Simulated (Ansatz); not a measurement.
# What LiY (built on the sites of a database entry of LiIn) distorts into, part 2 of 2

Which phase does LiY (built on the sites of a database entry of LiIn) fall into along its unstable mode, and how much energy does it gain?

Ansatz 0.2.0; DFT PBEsol, scalar-relativistic, plane waves, PAW.

So far, highest frequency on the path or at a solved wavevector (cm⁻¹): step 2 (phonons on a q mesh) 302. Also lowest frequency on the path (cm⁻¹): step 2 -60.6.

The structure was built from a prototype and need not be the compound's stable phase.

## (4) The mode frozen in, largest atomic shift 0.6 Å

The atoms are moved along the unstable eigenvector, the largest shift by 0.6 Å, with the cell fixed.

File input.yaml:

```yaml
crystal:
  lattice:
    - [0.0, 0.0, -7.3876798796]
    - [7.3876798796, 0.0, 0.0]
    - [3.6938399398, -7.3876798796, -3.6938399398]
  atoms:
    - { symbol: Li, position: [0.5255160139, -0.0255160139, 0.0] }
    - { symbol: Li, position: [-0.0255160139, 0.5255160139, 0.0] }
    - { symbol: Li, position: [0.2244839861, 0.2244839861, 0.5] }
    - { symbol: Li, position: [0.7755160139, 0.7755160139, 0.5] }
    - { symbol: Li, position: [0.375, 0.375, 0.75] }
    - { symbol: Li, position: [0.875, 0.875, 0.75] }
    - { symbol: Li, position: [0.125, 0.625, 0.25] }
    - { symbol: Li, position: [0.625, 0.125, 0.25] }
    - { symbol: "Y", position: [0.5385005333, 0.5385005333, 0.0] }
    - { symbol: "Y", position: [-0.0385005333, -0.0385005333, 0.0] }
    - { symbol: "Y", position: [0.2114994667, 0.7885005333, 0.5] }
    - { symbol: "Y", position: [0.7885005333, 0.2114994667, 0.5] }
    - { symbol: "Y", position: [0.5843918517, 0.5843918517, 0.3312162966] }
    - { symbol: "Y", position: [0.1656081483, 0.1656081483, 0.1687837034] }
    - { symbol: "Y", position: [0.375, 0.875, 0.75] }
    - { symbol: "Y", position: [0.875, 0.375, 0.75] }
kpoints:
  mp_grid: { grid: [6, 6, 6] }
hamiltonian:
  xc: pbesol
scf:
  occupations: { method: methfessel_paxton, width: 0.2 }
output:
  forces: true
  stress: true
  eigenvalues: true
```

Command:

```bash
ansatz run input.yaml --threads 4 --pin off --max-ram 14336MiB --backend cpu --events-out ev --progress --plain --runs-dir out
```

Numbers of over 12 decimals in the logs are rounded to 6 here.

Log:

```text
[...]
Crystal: 16 atoms, lattice volume = 403.203 Å³
Basis set: ecut = 420 eV, 7881 PW (Γ), exchange–correlation on 100×100×128 points (8 copies of the dense FFT grid, shifted against one another)
Bands: 72, of which v1, the nominal top of the filled ones, is band 56 counted from 1 (55 counted from 0)
Symmetry: 8 space group operations
[...]
k-point 0: bands = [... 52 lower, 5.8783, 6.3103, 6.3103, 6.3108, 6.3845, 6.5829, 6.5829, 6.5859, ... 12 higher]
  k-point 1: bands = [... 52 lower, 6.0457, 6.1723, 6.3308, 6.3308, 6.4269, 6.5647, 6.5647, 6.7041, ... 12 higher]
  k-point 2: bands = [... 52 lower, 6.0132, 6.3367, 6.3367, 6.3920, 6.5518, 6.5975, 6.5975, 6.7514, ... 12 higher]
  k-point 29: bands = [... 52 lower, 5.8970, 5.9246, 5.9471, 5.9821, 6.5354, 6.5792, 6.6654, 6.8960, ... 12 higher]
[key lines of the parts left out:]
SCF converged after 7 iterations
Free energy (F): -31979.873964 eV
Fermi energy:    6.382088 eV
P = ⅓ Tr σ = -0.0967 GPa (-0.967 kbar)
```

Elapsed: 19 s, on 4 threads of Arm Neoverse V1, shared host; peak memory 1.3 GiB; 73 s of CPU time.

This step gave:

- pressure: -0.09672 GPa
- energy from the undistorted cell: -17.15 meV/atom

The energy, extrapolated to zero smearing, is -17.15 meV/atom against the undistorted cell.

The run ends at a pressure of -0.10 GPa, with forces up to 0.32 eV/Å.

## (5) Energy along the mode, all amplitudes (two of the runs are shown above)

An imaginary frequency means negative curvature, so the energy should fall and then rise again as anharmonic terms take over.

This step gave:

```
depth at the lowest point sampled  : 17.15 meV/atom
largest atomic shift at that point : 0.6 Å
```

Energy from the parent against largest atomic shift:

```csv
largest atomic shift (Å),energy from the parent (meV/atom)
0.000,0
0.040,-0.16
0.080,-0.637
0.140,-1.91
0.220,-4.52
0.320,-8.70
0.450,-14.1
0.600,-17.1
```

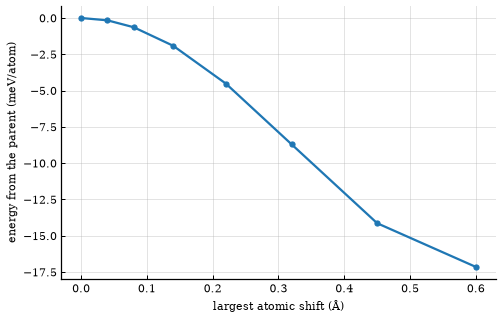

Energy from the parent, plotted against largest atomic shift.

Displacement at unit largest shift by atom:

```csv
atom,x (Å),y (Å),z (Å),size
Li1,-0.31,0.00,-0.31,0.44
Li2,0.31,0.00,0.31,0.44
Li3,-0.31,0.00,0.31,0.44
Li4,0.31,0.00,-0.31,0.44
Li5,0.00,0.00,0.00,0.00
Li6,0.00,0.00,0.00,0.00
Li7,0.00,0.00,0.00,0.00
Li8,0.00,0.00,0.00,0.00
Y9,0.47,0.00,-0.47,0.67
Y10,-0.47,0.00,0.47,0.67
Y11,0.47,0.00,0.47,0.67
Y12,-0.47,0.00,-0.47,0.67
Y13,0.00,-1.00,0.00,1.00
Y14,0.00,1.00,0.00,1.00
Y15,0.00,0.00,0.00,0.00
Y16,0.00,0.00,0.00,0.00
```

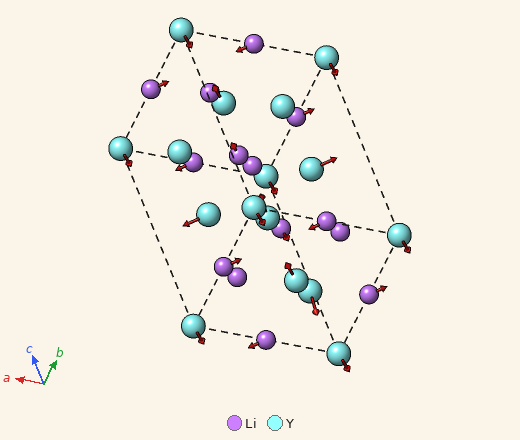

Displacement at unit largest shift as arrows, the longest 1 Å. Some periodic images of atoms are drawn too.

The lowest of the steps tried is the last one, at 0.6 Å, 17.1 meV/atom below the parent; the bottom of the well need not coincide with a step.

## (6) Relaxation from the frozen mode

Starting from the lowest point found, all atoms and the cell are let go, so that strain and other modes of the same symmetry can join in.

Changes to input.yaml since step 4:

```diff
@@ -32 +32,6 @@
   eigenvalues: true
+relax:
+  adjacent_minimum: "off"
+  f_tol: 0.002
+  max_steps: 120
+  cell: { stress_tol: 0.03 }
```

Log:

```text
[...]
Crystal: 16 atoms, lattice volume = 403.203 Å³
Basis set: ecut = 420 eV, 7881 PW (Γ), exchange–correlation on 100×100×128 points (8 copies of the dense FFT grid, shifted against one another)
Bands: 72, of which v1, the nominal top of the filled ones, is band 56 counted from 1 (55 counted from 0)
Symmetry: 8 space group operations
[...]
k-points: 30 of 216 (time reversal used)
[...]
SCF iter   1: F=—  HF=-31979.877594 eV  |F-HF|=—  |Δ(HF+E_count)|=         —  Δρ=2.96e-3  dr2=6.01e-2  ethr=1.77e-3  ⟨swp⟩=8.2  Hψ=9457  notcnv=0
[...]
SCF iter   7: F=-31979.873964 eV  HF=-31979.873964 eV  |F-HF|=1.06e-8  |Δ(HF+E_count)|=   8.13e-8  S|Δr|=    0.00e0  Δρ=2.17e-6  dr2=2.94e-8  ethr=8.93e-11  ⟨swp⟩=9.5  Hψ=7634  notcnv=0
SCF 1 converged in 7 iterations: F = -31979.873964 eV  dr2 = 2.94e-8
[...]
relax step   1: F+E_penalty+E_count = -31979.87396361 eV  Δ(F+E_penalty+E_count) = +0.000e0 eV  max|allowed force component| = 3.177e-1 eV/Å  Δτ_max = 0.0000 Å  P = -0.097 GPa  Ω = 403.203 Å³  (7 SCF iters, dr2 threshold 1.00e-7 eV, accepted)
Crystal: 16 atoms, lattice volume = 398.880 Å³
Basis set: ecut = 420 eV, 7809 PW (Γ), exchange–correlation on 100×100×128 points (8 copies of the dense FFT grid, shifted against one another)
[...]
SCF iter   1: F=—  HF=-31980.372828 eV  |F-HF|=—  |Δ(HF+E_count)|=         —  Δρ=1.04e-2  dr2=3.57e0  ethr=3.10e-3  ⟨swp⟩=7.2  Hψ=6420  notcnv=0
[...]
SCF iter   7: F=-31980.004969 eV  HF=-31980.004969 eV  |F-HF|=2.19e-7  |Δ(HF+E_count)|=   2.15e-6  S|Δr|=    0.00e0  Δρ=6.85e-6  dr2=3.96e-7  ethr=1.43e-9  ⟨swp⟩=10.3  Hψ=9258  notcnv=0
SCF 2 converged in 7 iterations: F = -31980.004969 eV  dr2 = 3.96e-7
relax step   2: F+E_penalty+E_count = -31980.00496865 eV  Δ(F+E_penalty+E_count) = -1.310e-1 eV  max|allowed force component| = 1.173e-1 eV/Å  Δτ_max = 0.1880 Å  P = -0.005 GPa  Ω = 398.880 Å³  energy of the carried Pulay correction = +8.773e-5 eV  (7 SCF iters, dr2 threshold 1.60e-6 eV, accepted)
Crystal: 16 atoms, lattice volume = 399.440 Å³
Basis set: ecut = 420 eV, 7777 PW (Γ), exchange–correlation on 100×100×128 points (8 copies of the dense FFT grid, shifted against one another)
[...]
SCF iter   6: F=-31980.054217 eV  HF=-31980.054217 eV  |F-HF|=5.09e-7  |Δ(HF+E_count)|=   2.25e-6  S|Δr|=    0.00e0  Δρ=8.96e-6  dr2=8.30e-7  ethr=7.67e-10  ⟨swp⟩=5.5  Hψ=8539  notcnv=0
SCF 3 converged in 6 iterations: F = -31980.054217 eV  dr2 = 8.30e-7
relax step   3: F+E_penalty+E_count = -31980.05421653 eV  Δ(F+E_penalty+E_count) = -4.925e-2 eV  max|allowed force component| = 8.380e-2 eV/Å  Δτ_max = 0.0651 Å  P = -0.020 GPa  Ω = 399.440 Å³  energy of the carried Pulay correction = +7.629e-5 eV  (6 SCF iters, dr2 threshold 8.59e-7 eV, accepted)
[...]
relax step   4: F+E_penalty+E_count = -31980.07745111 eV  Δ(F+E_penalty+E_count) = -2.323e-2 eV  max|allowed force component| = 3.102e-2 eV/Å  Δτ_max = 0.0602 Å  P = -0.041 GPa  Ω = 400.024 Å³  energy of the carried Pulay correction = +6.436e-5 eV  (6 SCF iters, dr2 threshold 4.39e-7 eV, accepted)
[...]
relax step   5: F+E_penalty+E_count = -31980.07880152 eV  Δ(F+E_penalty+E_count) = -1.350e-3 eV  max|allowed force component| = 2.654e-2 eV/Å  Δτ_max = 0.0360 Å  P = +0.046 GPa  Ω = 398.931 Å³  energy of the carried Pulay correction = +8.670e-5 eV  (6 SCF iters, dr2 threshold 6.02e-8 eV, accepted)
[...]
relax step   6: F+E_penalty+E_count = -31980.08024197 eV  Δ(F+E_penalty+E_count) = -1.440e-3 eV  max|allowed force component| = 4.982e-3 eV/Å  Δτ_max = 0.0179 Å  P = +0.011 GPa  Ω = 399.495 Å³  energy of the carried Pulay correction = +7.516e-5 eV  (6 SCF iters, dr2 threshold 4.40e-8 eV, accepted)
[...]
relax step   7: F+E_penalty+E_count = -31980.08027278 eV  Δ(F+E_penalty+E_count) = -3.081e-5 eV  max|allowed force component| = 7.283e-4 eV/Å  Δτ_max = 0.0029 Å  P = -0.003 GPa  Ω = 399.730 Å³  energy of the carried Pulay correction = +7.036e-5 eV  (7 SCF iters, dr2 threshold 1.55e-9 eV, accepted)
[...]
SCF iter   6: F=-31980.080139 eV  HF=-31980.080139 eV  |F-HF|=2.91e-11  |Δ(HF+E_count)|=  7.28e-12  S|Δr|=    0.00e0  Δρ=6.25e-8  dr2=2.41e-11  ethr=1.00e-12  ⟨swp⟩=4.0  Hψ=5735  notcnv=0
SCF 8 converged in 6 iterations: F = -31980.080139 eV  dr2 = 2.41e-11
relax step   8: F+E_penalty+E_count = -31980.08013888 eV  Δ(F+E_penalty+E_count) = +1.339e-4 eV  max|allowed force component| = 7.288e-4 eV/Å  Δτ_max = 0.0000 Å  P = -0.003 GPa  Ω = 399.730 Å³  stress off target by 4.08e-3 GPa  SCF on the basis re-selected at this cell (its energy is not comparable with the rows above)  (6 SCF iters)
basis re-selected at this cell: Δ(F+E_penalty+E_count) = +1.339e-4 eV, ΔP = +0.000 GPa vs the last step (what re-selecting the basis moved, of the pressure what is left beyond the Pulay correction that the steps carried, after the strain that the cell walked since its last selection, with what the two solves' SCF thresholds leave and, on support functions, any second-order correction that the steps lacked; it is no m [...]
SCF converged after 6 iterations
[...]
Free energy (F): -31980.080139 eV
[...]
Internal energy: -31980.086027 eV  (E = F + TS)
E sigma→0 (E₀):  -31980.081611 eV
Entropy (-TS):   0.005888 eV (0.368 meV/atom)
Fermi energy:    6.453656 eV
[...]
--- Forces (eV/Å), atoms counted from 1 ---
  atom   1  Li     0.00021338    -0.00034380     0.00021338
  atom   2  Li    -0.00021338    -0.00034380    -0.00021338
  atom   3  Li     0.00021338     0.00034380    -0.00021338
  atom   4  Li    -0.00021338     0.00034380     0.00021338
  atom   5  Li     0.00000000     0.00000000     0.00000000
  atom   6  Li     0.00000000     0.00000000     0.00000000
  atom   7  Li     0.00000000     0.00000000    -0.00000000
  atom   8  Li     0.00000000     0.00000000     0.00000000
  atom   9  Y      0.00072876     0.00030208    -0.00072876
  atom  10  Y     -0.00072876     0.00030208     0.00072876
  atom  11  Y      0.00072876    -0.00030208     0.00072876
  atom  12  Y     -0.00072876    -0.00030208    -0.00072876
  atom  13  Y     -0.00000000    -0.00032035    -0.00000000
  atom  14  Y     -0.00000000     0.00032035     0.00000000
  atom  15  Y     -0.00000000     0.00000000     0.00000000
  atom  16  Y     -0.00000000     0.00000000     0.00000000
  max |Σ_I F_I| component: 2.29e-17 eV/Å
--- Stress (GPa, compression-positive) ---
       -0.002098       0.000000       0.000000
        0.000000      -0.004077       0.000000
        0.000000       0.000000      -0.002098
  P = ⅓ Tr σ = -0.0028 GPa (-0.028 kbar)
--- Band table (eV; the first three rows and the last of 30) ---
  k-point 0: bands = [... 52 lower, 6.0045, 6.2703, 6.2703, 6.3366, 6.5970, 6.5970, 6.7527, 6.8685, ... 12 higher]
  k-point 1: bands = [... 52 lower, 6.0519, 6.2616, 6.2813, 6.2813, 6.6016, 6.6016, 6.7932, 6.8511, ... 12 higher]
  k-point 2: bands = [... 52 lower, 6.0495, 6.2627, 6.2627, 6.2700, 6.5750, 6.6437, 6.6437, 6.7938, ... 12 higher]
  k-point 29: bands = [... 52 lower, 5.9602, 6.0434, 6.1250, 6.1916, 6.5080, 6.5574, 6.7738, 6.8758, ... 12 higher]
--- Relaxed structure (7 steps of the walk, 7 accepted, 1 SCFs on fresh bases) ---
  F+E_penalty+E_count = -31980.08013888 eV   max|allowed force component| = 7.288e-4 eV/Å   (the final SCF, on the basis selected at the relaxed cell)
  cell:  # Å, volume = 399.7301 Å³
    - [0.0, 0, -7.223979]
    - [7.223979, 0.0, 0.0]
    - [3.611989, -7.659737, -3.611989]
  atoms:
    - { symbol: Li, position: [0.516395, -0.024869, 0.00847309] }
    - { symbol: Li, position: [-0.024869, 0.516395, 0.00847309] }
    - { symbol: Li, position: [0.233605, 0.233605, 0.491527] }
    - { symbol: Li, position: [0.774869, 0.774869, 0.491527] }
    - { symbol: Li, position: [0.375000, 0.375000, 0.750000] }
    - { symbol: Li, position: [0.875000, 0.875000, 0.750000] }
    - { symbol: Li, position: [0.125, 0.625, 0.25] }
    - { symbol: Li, position: [0.625, 0.125, 0.25] }
    - { symbol: Y, position: [0.537442, 0.537442, 0.032018] }
    - { symbol: Y, position: [-0.069460, -0.069460, 0.032018] }
    - { symbol: Y, position: [0.212558, 0.819460, 0.467982] }
    - { symbol: Y, position: [0.819460, 0.212558, 0.467982] }
    - { symbol: Y, position: [0.569111, 0.569111, 0.361779] }
    - { symbol: Y, position: [0.180889, 0.180889, 0.138221] }
    - { symbol: Y, position: [0.375000, 0.875000, 0.750000] }
    - { symbol: Y, position: [0.875000, 0.375000, 0.750000] }
```

Elapsed: 3.1 min, on 4 threads; peak memory 1.4 GiB.

Step by step:

```csv
step,energy less that of the first step (eV),largest force component (eV/Å),pressure (GPa),volume (Å³)
1,0.0000,0.3177,-0.10,403.20
2,-0.1310,0.1173,0.00,398.88
3,-0.1803,0.0838,-0.02,399.44
4,-0.2035,0.0310,-0.04,400.02
5,-0.2048,0.0265,0.05,398.93
6,-0.2063,0.0050,0.01,399.49
7,-0.2063,0.0007,0.00,399.73
8*,-0.2062,0.0007,0.00,399.73
```

Relaxation steps marked * repeat the geometry before them on a plane-wave basis chosen anew for their cell, so energy and pressure can jump there.

The run keeps the 8 symmetry operations that it works with, so distortions that break them were not tested.

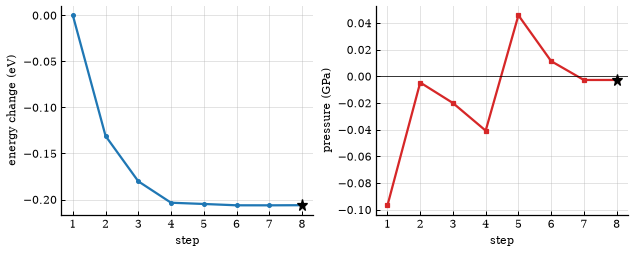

Energy and pressure along the relaxation. Stars mark steps on a basis chosen anew.

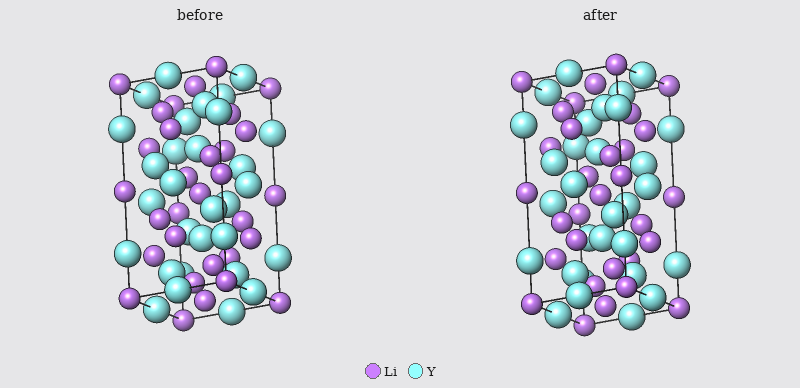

Before and after, at one scale.

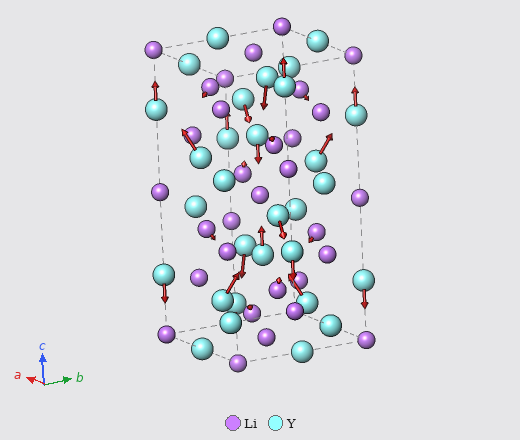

Displacements in the relaxation, exaggerated, measured against the changing cell; the longest in the cell stands for 0.29 Å. Some periodic images of atoms are drawn too.

```csv
"conventional cell, symmetrised",before,after,change
a (Å),7.388,7.224,-2.2 %
b (Å),7.388,7.224,-2.2 %
c (Å),14.775,15.319,+3.7 %
volume (Å³/atom),25.20,24.98,-0.9 %
```

The atoms that moved most (Å, as changes of fractional coordinates times the final cell):

```csv
atom,dx,dy,dz,length
Y10,-0.108,-0.245,0.108,0.289
Y11,0.108,0.245,0.108,0.289
Y12,-0.108,0.245,-0.108,0.289
Y9,0.108,-0.245,-0.108,0.289
Y13,0.000,-0.234,0.000,0.234
Y14,0.000,0.234,0.000,0.234
Li1,0.035,-0.065,0.035,0.082
Li3,0.035,0.065,-0.035,0.082
```

Final coordinates:

```xyz
16
Lattice="0.0000 0.0000 -7.2240 7.2240 0.0000 0.0000 3.6120 -7.6597 -3.6120" Properties=species:S:1:pos:R:3 pbc="T T T"
Li   -0.1490   -0.0649   -3.7610
Li    3.7610   -0.0649    0.1490
Li    3.4629   -3.7650   -3.4629
Li    7.3730   -3.7650   -7.3730
Li    5.4180   -5.7448   -5.4180
Li    9.0300   -5.7448   -9.0300
Li    5.4180   -1.9149   -1.8060
Li    1.8060   -1.9149   -5.4180
Y     3.9981   -0.2453   -3.9981
Y    -0.3861   -0.2453    0.3861
Y     7.6101   -3.5846   -3.2259
Y     3.2259   -3.5846   -7.6101
Y     5.4180   -2.7711   -5.4180
Y     1.8060   -1.0587   -1.8060
Y     9.0300   -5.7448   -5.4180
Y     5.4180   -5.7448   -9.0300
```

Numbers from this step:

| Item | Value |
| --- | --- |
| pressure | -0.002758 GPa |
| volume per atom | 24.98 Å³ |

The distorted start has space group I-42m; the relaxation ends in I-42m.

## (7) Results

| Quantity | Value |
| --- | --- |
| unstable mode of the parent | q = (0.25, -0.5, -0.25), 50i cm⁻¹ |
| depth at the lowest point sampled | 17.1 meV/atom |
| largest atomic shift at that point | 0.6 Å |
| space group reached (within 0.01 Å) | I-42m |
| energy gained over the parent (first relaxation, on the mesh of the frozen mode) | 29.7 meV/atom |
| volume per atom, phase reached | 25.0 Å³ |

In words: Along this mode the structure falls into I-42m, 29.7 meV/atom below the parent. At the parent's cell the well is 17.15 meV/atom deep on the steps tried, with its lowest point at a shift of 0.6 Å. That is the last step tried, so the steps alone don't bracket the bottom of the well. Relaxing atoms and cell changes the gain by +12.60 meV/atom against the lowest step (energies at zero smearing). The modes of the phase reached were not computed on this path. Of the 6 patterns followed to their end from this parent, this one ends 64.7 meV/atom above the lowest, Pnma. Each path keeps the symmetry of its pattern, so a lower phase may lie along a pattern not tried. With no gap, or one that is small against the smearing, the frequencies hang on the k mesh and the smearing, most of all near Kohn anomalies. The starting cell was built on a prototype and not taken from a measurement, so the phase need not exist.

[Logs are printed without paths, hosts, clocks, repeated set-up lines and the standing remarks that a program may print on its own settings, such as how far it seeks lower states.]

[Hosts, paths, dates, database ids (printed as entryN), source tags and the programs' standing remarks are cut or masked in the printed files.]
